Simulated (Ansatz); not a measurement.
# Zn3Br, from a guessed structure to a relaxed one

Starting from a made-up structure for Zn3Br, the aim is the relaxed cell, its shortest contacts and, where a second run follows, its electronic structure.

Main program and level: Ansatz 0.2.0; DFT, r2SCAN, plane-wave PAW, files of the set soft_1, scalar-relativistic, no spin, cell and ions relaxed at zero pressure; PAW set soft_1, in the first sound run; inputs show where later runs differ.

### 1. Set-up

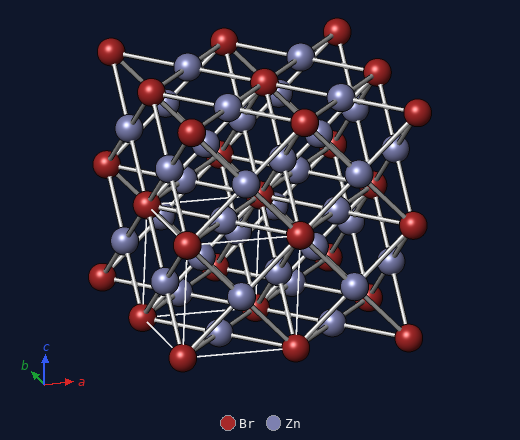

The cell as given, slightly off an axis (bromine red, zinc blue). 2×2×2 cells are drawn. Some periodic images of atoms are drawn too.

Coordinates:

```cif
data_structure
_symmetry_space_group_name_H-M 'Pm-3m'
_symmetry_Int_Tables_number 221
_cell_length_a 4.4370
_cell_length_b 4.4370
_cell_length_c 4.4370
_cell_angle_alpha 90.000
_cell_angle_beta 90.000
_cell_angle_gamma 90.000
_cell_volume 87.35
loop_
_atom_site_label
_atom_site_type_symbol
_atom_site_symmetry_multiplicity
_atom_site_Wyckoff_symbol
_atom_site_fract_x
_atom_site_fract_y
_atom_site_fract_z
_atom_site_occupancy
Br1 Br 1 a 0.00000 0.00000 0.00000 1
Zn1 Zn 3 c 0.50000 0.50000 0.00000 1
```

### 2. Relaxing cell and atoms

The guess takes its coordinates from another compound and its volume from a rule, so the cell and any free coordinates are relaxed together.

Contents of input.yaml:

```yaml
crystal:
  lattice:
    - [4.437, 0.0, 0.0]
    - [0.0, 4.437, 0.0]
    - [0.0, 0.0, 4.437]
  atoms:
    - { symbol: Br, position: [0.0, 0.0, 0.0] }
    - { symbol: Zn, position: [0.5, 0.5, 0.0] }
    - { symbol: Zn, position: [0.5, 0.0, 0.5] }
    - { symbol: Zn, position: [0.0, 0.5, 0.5] }
kpoints:
  mp_grid: { grid: [6, 6, 6] }
scf:
  occupations: { method: fermi_dirac, width: 0.05 }
hamiltonian:
  xc: r2scan
  pseudopotentials: { kind: paw, azcp: { folder: soft_1 } }
relax:
  f_tol: 0.015
  max_steps: 70
  cell: {}
output:
  forces: true
  stress: true
```

Launch:

```console
ansatz run input.yaml --threads 4 --pin off --max-ram 8192MiB --backend cpu --events-out ev --progress --plain --runs-dir out
```

Numbers of over 12 decimals in the logs are rounded to 6 here.

What it wrote:

```text
Engine: ansatz 0.2.0, x86_64-unknown-linux-gnu
Pseudopotentials: kind: paw
Pseudopotential: Br, paw, valence charge 7, recommended cutoff 500 eV (meta_gga), soft_1/Br.paw.azcp
Pseudopotential: Zn, paw, valence charge 12, recommended cutoff 500 eV (meta_gga), soft_1/Zn.paw.azcp
Functional definition: r2SCAN
  parameter k0 = 0.174
  parameter k1 = 0.065
  parameter a1 = 4.9479
  exchange = r2scan_x(k0 = k0, k1 = k1, a1 = a1)
  correlation = r2scan_c
Crystal: 4 atoms, lattice volume = 87.351 Å³
Basis set: ecut = 500 eV, 2205 PW (Γ), exchange–correlation on 144×144×144 points (64 copies of the dense FFT grid, shifted against one another)
Bands: 26, of which v1, the nominal top of the filled ones, is band 22 counted from 1 (21 counted from 0)
Symmetry: 48 space group operations
Space group: Pm-3m (ITA 221), of the structure as read, at distance tolerance 4.4e-5 Å
k-points: 20 of 216
Non-local potential: Br, projectors of the file, l = 0: 2, l = 1: 2, l = 2: 2
Non-local potential: Zn, projectors of the file, l = 0: 2, l = 1: 2, l = 2: 3, l = 3: 1
PAW form: soft (Blöchl's): semilocal exchange-correlation on the pseudo side does not see the compensation charge
PAW frozen core: Br, regenerated for the run's functional (the file was generated under x = pbe(κ = 0.804, μ = 0.219515), c = pbe(β = 0.066725))
PAW frozen core: Zn, regenerated for the run's functional (the file was generated under x = pbe(κ = 0.804, μ = 0.219515), c = pbe(β = 0.066725))
PAW one-centre angular grid: Br, 302 points (default); XC on 160 Gauss nodes
PAW one-centre angular grid: Zn, 590 points (default); XC on 160 Gauss nodes
Initial density: superposition of atomic densities (chi_scale 0.1, normalization cell, long waves kept (reshape's long-wave potential 0.02 eV rms))
Initial wavefunctions: pseudopotential atomic-orbital guess
Functional: x = r2scan, c = r2scan; τ floored in thin density (d = 2e-4 eV/Å³)
SCF iter   1: F=—  HF=-12769.505553 eV  |F-HF|=—  |Δ(HF+E_count)|=         —  Δρ=6.08e-2  dr2=3.82e0  dr2_τ=3.65e-2  ethr=3.10e-3  ⟨swp⟩=6.7  Hψ=2413  notcnv=0
preconditioner: auto → Resta (q_TF=auto, 2.424 Å⁻¹)  ε∞=7.2  [insulator: Δε(μ)=0.169 eV  Ē_g=10.456 eV  σ=0.050 eV  W_gap=0.57  n_scr=18 (ndim 8)  ℏωp=26.1 eV  f_vac=0.000  D(μ)=0.66/eV (n_scr^D=0)  ε∞_Penn≈7.2]
SCF iter   2: F=—  HF=-12768.581115 eV  |F-HF|=—  |Δ(HF+E_count)|=   9.24e-1  Δρ=1.22e-2  dr2=4.10e-1  dr2_τ=2.14e-2  ethr=3.10e-3  ⟨swp⟩=2.9  Hψ=1218  notcnv=0
SCF iter   3: F=—  HF=-12768.465766 eV  |F-HF|=—  |Δ(HF+E_count)|=   1.15e-1  Δρ=9.80e-3  dr2=1.29e-1  dr2_τ=4.30e-3  ethr=9.54e-4  ⟨swp⟩=2.0  Hψ=1148  notcnv=0
SCF iter   4: F=—  HF=-12768.453591 eV  |F-HF|=—  |Δ(HF+E_count)|=   1.22e-2  Δρ=4.44e-3  dr2=2.88e-2  dr2_τ=5.09e-4  ethr=2.99e-4  ⟨swp⟩=2.1  Hψ=1048  notcnv=0
SCF iter   5: F=—  HF=-12768.458097 eV  |F-HF|=—  |Δ(HF+E_count)|=   4.51e-3  Δρ=1.14e-3  dr2=1.82e-3  dr2_τ=1.30e-4  ethr=6.70e-5  ⟨swp⟩=2.0  Hψ=1122  notcnv=0  defer=1
SCF iter   6: F=—  HF=-12768.458760 eV  |F-HF|=—  |Δ(HF+E_count)|=   6.63e-4  Δρ=8.43e-4  dr2=3.13e-4  dr2_τ=1.21e-5  ethr=4.22e-6  ⟨swp⟩=2.0  Hψ=948  notcnv=0  defer=1
SCF iter   7: F=—  HF=-12768.459160 eV  |F-HF|=—  |Δ(HF+E_count)|=   4.00e-4  Δρ=9.81e-5  dr2=1.58e-5  dr2_τ=2.65e-7  ethr=7.28e-7  ⟨swp⟩=2.0  Hψ=929  notcnv=0  defer=1
SCF iter   8: F=—  HF=-12768.459177 eV  |F-HF|=—  |Δ(HF+E_count)|=   1.75e-5  Δρ=3.05e-5  dr2=9.78e-7  dr2_τ=3.53e-8  ethr=3.68e-8  ⟨swp⟩=2.0  Hψ=953  notcnv=0  defer=1
SCF iter   9: F=—  HF=-12768.459180 eV  |F-HF|=—  |Δ(HF+E_count)|=   2.62e-6  Δρ=8.66e-6  dr2=1.25e-7  dr2_τ=1.58e-9  ethr=2.28e-9  ⟨swp⟩=2.0  Hψ=936  notcnv=0  defer=1
SCF iter  10: F=-12768.459180 eV  HF=-12768.459180 eV  |F-HF|=3.30e-9  |Δ(HF+E_count)|=   2.46e-8  Δρ=1.68e-6  dr2=2.44e-9  dr2_τ=4.64e-11  ethr=2.33e-10  ⟨swp⟩=4.0  Hψ=1896  notcnv=0
SCF 1 converged in 10 iterations: F = -12768.459180 eV  dr2 = 2.44e-9
  greatest PAW one-centre occupation: 0.986 electrons in one spin orbital (limit 2), on the Zn atom at site 2 (counted from 0), in its partial waves of l = 2
relax step   1: F+E_penalty+E_count = -12768.45917970 eV  Δ(F+E_penalty+E_count) = +0.000e0 eV  max|allowed force component| = 2.703e-29 eV/Å  Δτ_max = 0.0000 Å  P = -2.128 GPa  Ω = 87.351 Å³  (10 SCF iters, dr2 threshold 1.00e-7 eV, accepted)
Crystal: 4 atoms, lattice volume = 82.988 Å³
Basis set: ecut = 500 eV, 2103 PW (Γ), exchange–correlation on 144×144×144 points (64 copies of the dense FFT grid, shifted against one another)
Initial density: handed on by an earlier stage of this run
Initial wavefunctions: those handed on with the density
iter 1 solved again at ethr=7.28e-5 eV; its pass at ethr=3.10e-3 eV (dr2=3.13e-2 eV) is discarded
SCF iter   1: F=—  HF=-12768.423095 eV  |F-HF|=—  |Δ(HF+E_count)|=         —  Δρ=3.47e-3  dr2=3.08e-2  dr2_τ=1.50e-2  ethr=7.28e-5  ⟨swp⟩=1.0  Hψ=3126  notcnv=0
preconditioner: auto → Resta (q_TF=auto, 2.445 Å⁻¹)  ε∞=8.5  [insulator: Δε(μ)=0.149 eV  Ē_g=9.768 eV  σ=0.050 eV  W_gap=0.62  n_scr=18 (ndim 8)  ℏωp=26.7 eV  f_vac=0.000  D(μ)=0.88/eV (n_scr^D=0)  ε∞_Penn≈8.5]
SCF iter   2: F=—  HF=-12768.501035 eV  |F-HF|=—  |Δ(HF+E_count)|=   7.79e-2  Δρ=1.07e-3  dr2=3.00e-3  dr2_τ=2.57e-4  ethr=7.17e-5  ⟨swp⟩=2.4  Hψ=1000  notcnv=0
SCF iter   3: F=—  HF=-12768.500717 eV  |F-HF|=—  |Δ(HF+E_count)|=   3.18e-4  Δρ=6.24e-4  dr2=9.63e-4  dr2_τ=6.15e-6  ethr=6.98e-6  ⟨swp⟩=1.8  Hψ=563  notcnv=0
SCF iter   4: F=—  HF=-12768.500615 eV  |F-HF|=—  |Δ(HF+E_count)|=   1.02e-4  Δρ=1.67e-4  dr2=3.65e-5  dr2_τ=1.08e-6  ethr=2.24e-6  ⟨swp⟩=2.8  Hψ=961  notcnv=0
SCF iter   5: F=—  HF=-12768.500626 eV  |F-HF|=—  |Δ(HF+E_count)|=   1.16e-5  Δρ=2.03e-4  dr2=2.22e-5  dr2_τ=2.71e-7  ethr=8.48e-8  ⟨swp⟩=2.0  Hψ=987  notcnv=0
SCF iter   6: F=—  HF=-12768.500611 eV  |F-HF|=—  |Δ(HF+E_count)|=   1.51e-5  Δρ=6.80e-5  dr2=2.54e-6  dr2_τ=3.14e-8  ethr=5.16e-8  ⟨swp⟩=2.0  Hψ=879  notcnv=0
SCF iter   7: F=-12768.500613 eV  HF=-12768.500613 eV  |F-HF|=1.09e-7  |Δ(HF+E_count)|=   2.10e-6  Δρ=1.31e-5  dr2=2.58e-7  dr2_τ=1.29e-8  ethr=9.30e-10  ⟨swp⟩=5.0  Hψ=2084  notcnv=0
SCF 2 converged in 7 iterations: F = -12768.500613 eV  dr2 = 2.58e-7
  greatest PAW one-centre occupation: 0.986 electrons in one spin orbital (limit 2), on the Zn atom at site 1 (counted from 0), in its partial waves of l = 2
relax step   2: F+E_penalty+E_count = -12768.50061349 eV  Δ(F+E_penalty+E_count) = -4.143e-2 eV  max|allowed force component| = 8.456e-30 eV/Å  Δτ_max = 0.0000 Å  P = -0.740 GPa  Ω = 82.988 Å³  energy of the carried Pulay correction = +1.285e-3 eV  (7 SCF iters, dr2 threshold 4.00e-7 eV, accepted)
Crystal: 4 atoms, lattice volume = 80.834 Å³
iter 1 solved again at ethr=1.84e-5 eV; its pass at ethr=3.10e-3 eV (dr2=7.92e-3 eV) is discarded
SCF iter   1: F=—  HF=-12768.484778 eV  |F-HF|=—  |Δ(HF+E_count)|=         —  Δρ=1.76e-3  dr2=7.79e-3  dr2_τ=4.09e-3  ethr=1.84e-5  ⟨swp⟩=1.1  Hψ=2749  notcnv=0
preconditioner: auto → Resta (q_TF=auto, 2.456 Å⁻¹)  ε∞=8.6  [insulator: Δε(μ)=0.157 eV  Ē_g=9.844 eV  σ=0.050 eV  W_gap=0.63  n_scr=18 (ndim 8)  ℏωp=27.1 eV  f_vac=0.000  D(μ)=0.78/eV (n_scr^D=0)  ε∞_Penn≈8.6]
SCF iter   2: F=—  HF=-12768.505581 eV  |F-HF|=—  |Δ(HF+E_count)|=   2.08e-2  Δρ=5.71e-4  dr2=7.93e-4  dr2_τ=6.64e-5  ethr=1.81e-5  ⟨swp⟩=2.0  Hψ=1023  notcnv=0
SCF iter   3: F=—  HF=-12768.505500 eV  |F-HF|=—  |Δ(HF+E_count)|=   8.14e-5  Δρ=3.41e-4  dr2=2.50e-4  dr2_τ=1.78e-6  ethr=1.85e-6  ⟨swp⟩=1.9  Hψ=566  notcnv=0
SCF iter   4: F=—  HF=-12768.505481 eV  |F-HF|=—  |Δ(HF+E_count)|=   1.89e-5  Δρ=1.95e-4  dr2=2.21e-5  dr2_τ=5.53e-7  ethr=5.82e-7  ⟨swp⟩=2.0  Hψ=918  notcnv=0
SCF iter   5: F=—  HF=-12768.505470 eV  |F-HF|=—  |Δ(HF+E_count)|=   1.13e-5  Δρ=1.23e-4  dr2=9.96e-6  dr2_τ=7.64e-8  ethr=5.13e-8  ⟨swp⟩=2.0  Hψ=927  notcnv=0
SCF iter   6: F=—  HF=-12768.505468 eV  |F-HF|=—  |Δ(HF+E_count)|=   1.64e-6  Δρ=2.26e-5  dr2=6.61e-7  dr2_τ=7.97e-9  ethr=2.32e-8  ⟨swp⟩=2.0  Hψ=915  notcnv=0
SCF iter   7: F=-12768.505468 eV  HF=-12768.505468 eV  |F-HF|=3.75e-8  |Δ(HF+E_count)|=   4.40e-7  Δρ=9.65e-6  dr2=1.54e-7  dr2_τ=5.15e-9  ethr=9.30e-10  ⟨swp⟩=4.0  Hψ=1890  notcnv=0
SCF 3 converged in 7 iterations: F = -12768.505468 eV  dr2 = 1.54e-7
relax step   3: F+E_penalty+E_count = -12768.50546843 eV  Δ(F+E_penalty+E_count) = -4.855e-3 eV  max|allowed force component| = 8.373e-30 eV/Å  Δτ_max = 0.0000 Å  P = +0.142 GPa  Ω = 80.834 Å³  energy of the carried Pulay correction = +1.944e-3 eV  (7 SCF iters, dr2 threshold 4.00e-7 eV, accepted)
Crystal: 4 atoms, lattice volume = 81.173 Å³
iter 1 solved again at ethr=4.75e-7 eV; its pass at ethr=3.10e-3 eV (dr2=2.04e-4 eV) is discarded
SCF iter   1: F=—  HF=-12768.504990 eV  |F-HF|=—  |Δ(HF+E_count)|=         —  Δρ=2.88e-4  dr2=2.10e-4  dr2_τ=1.06e-4  ethr=4.75e-7  ⟨swp⟩=2.0  Hψ=2698  notcnv=0
preconditioner: auto → Resta (q_TF=auto, 2.454 Å⁻¹)  ε∞=8.6  [insulator: Δε(μ)=0.138 eV  Ē_g=9.830 eV  σ=0.050 eV  W_gap=0.59  n_scr=18 (ndim 8)  ℏωp=27.0 eV  f_vac=0.000  D(μ)=0.91/eV (n_scr^D=0)  ε∞_Penn≈8.6]
SCF iter   2: F=—  HF=-12768.505511 eV  |F-HF|=—  |Δ(HF+E_count)|=   5.22e-4  Δρ=9.55e-5  dr2=2.11e-5  dr2_τ=1.76e-6  ethr=4.75e-7  ⟨swp⟩=2.0  Hψ=913  notcnv=0
SCF iter   3: F=—  HF=-12768.505506 eV  |F-HF|=—  |Δ(HF+E_count)|=   5.68e-6  Δρ=5.90e-5  dr2=6.22e-6  dr2_τ=5.19e-8  ethr=4.90e-8  ⟨swp⟩=2.6  Hψ=778  notcnv=0
SCF iter   4: F=—  HF=-12768.505505 eV  |F-HF|=—  |Δ(HF+E_count)|=   5.11e-7  Δρ=3.38e-5  dr2=1.13e-6  dr2_τ=1.74e-8  ethr=1.45e-8  ⟨swp⟩=2.0  Hψ=920  notcnv=0
SCF iter   5: F=—  HF=-12768.505505 eV  |F-HF|=—  |Δ(HF+E_count)|=   3.90e-7  Δρ=1.83e-5  dr2=2.28e-7  dr2_τ=1.92e-9  ethr=2.63e-9  ⟨swp⟩=2.0  Hψ=925  notcnv=0
SCF iter   6: F=-12768.505505 eV  HF=-12768.505505 eV  |F-HF|=7.59e-9  |Δ(HF+E_count)|=   2.04e-8  Δρ=3.29e-6  dr2=8.52e-9  dr2_τ=2.44e-10  ethr=1.17e-10  ⟨swp⟩=4.1  Hψ=1895  notcnv=0
SCF 4 converged in 6 iterations: F = -12768.505505 eV  dr2 = 8.52e-9
relax step   4: F+E_penalty+E_count = -12768.50550488 eV  Δ(F+E_penalty+E_count) = -3.646e-5 eV  max|allowed force component| = 7.971e-30 eV/Å  Δτ_max = 0.0000 Å  P = -0.007 GPa  Ω = 81.173 Å³  energy of the carried Pulay correction = +1.839e-3 eV  (6 SCF iters, dr2 threshold 5.03e-8 eV, accepted)
Basis set: ecut = 500 eV, 2103 PW (Γ), exchange–correlation on 128×128×128 points (64 copies of the dense FFT grid, shifted against one another)
Initial wavefunctions: pseudopotential atomic-orbital guess (no wavefunctions were taken with the density)
iter 1 solved again at ethr=4.57e-7 eV; its pass at ethr=3.10e-3 eV (dr2=1.97e-4 eV) is discarded
SCF iter   1: F=—  HF=-12768.504019 eV  |F-HF|=—  |Δ(HF+E_count)|=         —  Δρ=1.36e-4  dr2=4.88e-6  dr2_τ=1.85e-6  ethr=4.57e-7  ⟨swp⟩=3.0  Hψ=3935  notcnv=0
preconditioner: auto → Resta (q_TF=auto, 2.454 Å⁻¹)  ε∞=8.6  [insulator: Δε(μ)=0.141 eV  Ē_g=9.830 eV  σ=0.050 eV  W_gap=0.59  n_scr=18 (ndim 8)  ℏωp=27.0 eV  f_vac=0.001  D(μ)=0.89/eV (n_scr^D=0)  ε∞_Penn≈8.6]
SCF iter   2: F=—  HF=-12768.504025 eV  |F-HF|=—  |Δ(HF+E_count)|=   6.41e-6  Δρ=1.41e-4  dr2=6.97e-6  dr2_τ=1.83e-7  ethr=1.14e-8  ⟨swp⟩=2.0  Hψ=926  notcnv=0
SCF iter   3: F=—  HF=-12768.504024 eV  |F-HF|=—  |Δ(HF+E_count)|=   1.80e-6  Δρ=5.56e-5  dr2=1.00e-6  dr2_τ=4.45e-8  ethr=1.14e-8  ⟨swp⟩=2.0  Hψ=925  notcnv=0
SCF iter   4: F=—  HF=-12768.504023 eV  |F-HF|=—  |Δ(HF+E_count)|=   5.37e-7  Δρ=6.11e-6  dr2=9.54e-9  dr2_τ=7.16e-10  ethr=2.34e-9  ⟨swp⟩=2.0  Hψ=904  notcnv=0
SCF iter   5: F=—  HF=-12768.504023 eV  |F-HF|=—  |Δ(HF+E_count)|=   9.68e-8  Δρ=2.42e-6  dr2=2.35e-9  dr2_τ=3.02e-10  ethr=2.22e-11  ⟨swp⟩=2.0  Hψ=959  notcnv=0
SCF iter   6: F=—  HF=-12768.504023 eV  |F-HF|=—  |Δ(HF+E_count)|=   2.04e-9  Δρ=4.19e-7  dr2=2.13e-10  dr2_τ=6.63e-12  ethr=5.46e-12  ⟨swp⟩=2.0  Hψ=921  notcnv=0
SCF iter   7: F=-12768.504023 eV  HF=-12768.504023 eV  |F-HF|=2.55e-11  |Δ(HF+E_count)|=  2.18e-10  Δρ=1.55e-7  dr2=2.45e-11  dr2_τ=8.46e-13  ethr=1.00e-12  ⟨swp⟩=4.7  Hψ=1917  notcnv=0
SCF 5 converged in 7 iterations: F = -12768.504023 eV  dr2 = 2.45e-11
relax step   5: F+E_penalty+E_count = -12768.50402322 eV  Δ(F+E_penalty+E_count) = +1.482e-3 eV  max|allowed force component| = 4.717e-30 eV/Å  Δτ_max = 0.0000 Å  P = -0.026 GPa  Ω = 81.173 Å³  stress off target by 2.62e-2 GPa  SCF on the basis re-selected at this cell (its energy is not comparable with the rows above)  (7 SCF iters)
basis re-selected at this cell: Δ(F+E_penalty+E_count) = +1.482e-3 eV, ΔP = -0.019 GPa vs the last step (what re-selecting the basis moved, of the pressure what is left beyond the Pulay correction that the steps carried, after the strain that the cell walked since its last selection, with what the two solves' SCF thresholds leave and, on support functions, any second-order correction that the steps lacked; it is no measure of the basis error at this ecutwfc). The dense FFT grid was sized anew with the basis: this SCF ran on 32×32×32 points, the steps before it on 36×36×36, so part of this shift can come from that change (see relax.cell in the input reference). [rest of the remark cut]
SCF converged after 7 iterations
Free energy (F): -12768.504023 eV
Harris-Foulkes:  -12768.504023 eV  (|F-HF|=2.55e-11)
Internal energy: -12768.495620 eV  (E = F + TS)
E sigma→0 (E₀):  -12768.499822 eV
Entropy (-TS):   -0.008403 eV (-2.101 meV/atom)
Fermi energy:    7.782506 eV
--- Per-component energies (eV) ---
  E_band       = 38.470101
  E_kinetic    = 564.549996
  E_local      = -6097.284173  (includes V_loc(G=0)·N_el)
  E_nonlocal   = 2527.036403
  E_hartree    = 2301.181274
  E_xc         = -387.838808
  E_vxc        = -266.036877  (∫ρ·V_xc dr)
  E_paw        = -8080.984173  (= ΣΔE_a)
  E_vpaw       = -1305.567354  (= ΣTr[D̂ρ^β])
  E_aug_tail   = 0.000215  (compensation charges beyond the density's cutoff)
  E_vtau       = 13.409178  (kinetic-family band-sum trace: ∫τ·v_τ [+ j·A + Jᵃ·Aᵃ] dr)
  E_ewald      = -3594.450311
  E_core_change = -0.706044  (= ΣΔE_core)
  E_smearing   = -0.008403  (= −TS)
  E_closure    = -0.000000  (closes the sum)
  Σ components = -12768.504023   (vs F -12768.504023, Δ=0.00e0)
--- Forces (eV/Å), atoms counted from 1 ---
  atom   1  Br     0.00000000    -0.00000000    -0.00000000
  atom   2  Zn    -0.00000000     0.00000000     0.00000000
  atom   3  Zn    -0.00000000     0.00000000    -0.00000000
  atom   4  Zn    -0.00000000    -0.00000000     0.00000000
  max |Σ_I F_I| component: 1.26e-29 eV/Å
--- Stress (GPa, compression-positive) ---
       -0.026158       0.000000       0.000000
        0.000000      -0.026158      -0.000000
        0.000000      -0.000000      -0.026158
  P = ⅓ Tr σ = -0.0262 GPa (-0.262 kbar)
--- Relaxed structure (4 steps of the walk, 4 accepted, 1 SCFs on fresh bases) ---
  F+E_penalty+E_count = -12768.50402322 eV   max|allowed force component| = 4.717e-30 eV/Å   (the final SCF, on the basis selected at the relaxed cell)
  cell:  # Å, volume = 81.1730 Å³
    - [4.329827, 0, 0]
    - [0, 4.329827, 0]
    - [0, 0, 4.329827]
  atoms:
    - { symbol: Br, position: [0, 0, 0] }
    - { symbol: Zn, position: [0.5, 0.5, 0] }
    - { symbol: Zn, position: [0.5, 0, 0.5] }
    - { symbol: Zn, position: [0, 0.5, 0.5] }
```

Elapsed: 6.7 s, on 4 threads of AMD EPYC 7B13 (Zen 3), shared host; peak memory 0.69 GiB; 24 s of CPU time.

This run has no spin polarisation although its electron count is odd.

Step by step:

```csv
step,energy less that of the first step (eV),largest force component (eV/Å),pressure (GPa),volume (Å³)
1,0.0000,0.0000,-2.13,87.35
2,-0.0414,0.0000,-0.74,82.99
3,-0.0463,0.0000,0.14,80.83
4,-0.0463,0.0000,-0.01,81.17
5*,-0.0448,0.0000,-0.03,81.17
```

Relaxation steps marked * repeat the geometry before them on a plane-wave basis chosen anew for their cell, so energy and pressure can jump there.

The run keeps the 48 symmetry operations that it works with, so distortions that break them were not tested.

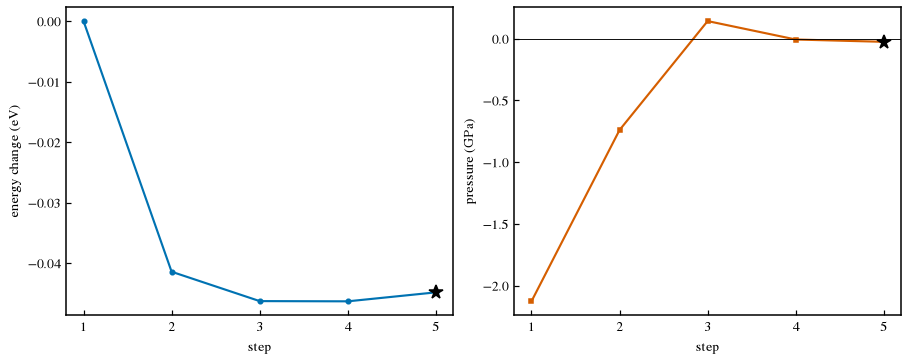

Energy and pressure along the relaxation. Stars mark steps on a basis chosen anew.

```csv
"conventional cell, symmetrised",before,after,change
a (Å),4.437,4.330,-2.4 %
b (Å),4.437,4.330,-2.4 %
c (Å),4.437,4.330,-2.4 %
volume (Å³/atom),21.84,20.29,-7.1 %
```

Final coordinates:

```xyz
4
Lattice="4.3298 0.0000 0.0000 0.0000 4.3298 0.0000 0.0000 0.0000 4.3298" Properties=species:S:1:pos:R:3 pbc="T T T"
Br    0.0000    0.0000    0.0000
Zn    2.1649    2.1649    0.0000
Zn    2.1649    0.0000    2.1649
Zn    0.0000    2.1649    2.1649
```

Numbers from this step:

```yaml
free_energy: -12768.5040 eV
energy_at_zero_smearing: -12768.4998 eV
smearing_term_ts: 0.008403 eV
fermi_energy: 7.783 eV
electrons: 43
symmetry_operations: 48
pressure: -0.02616 GPa
```

Shortest distances by pair of elements, guess and relaxed (not always the same contact):

```csv
pair,guess (Å),relaxed (Å)
Br–Zn,3.137,3.062
Zn–Zn,3.137,3.062
Br–Br,4.437,4.330
```

The relaxation ends with a pressure of -0.03 GPa.

[end of part 1 of 2]

[Logs are printed without paths, hosts, clocks, repeated set-up lines and the standing remarks that a program may print on its own settings, such as how far it seeks lower states.]

[Hosts, paths, dates, database ids (printed as entryN), source tags and the programs' standing remarks are cut or masked in the printed files.]
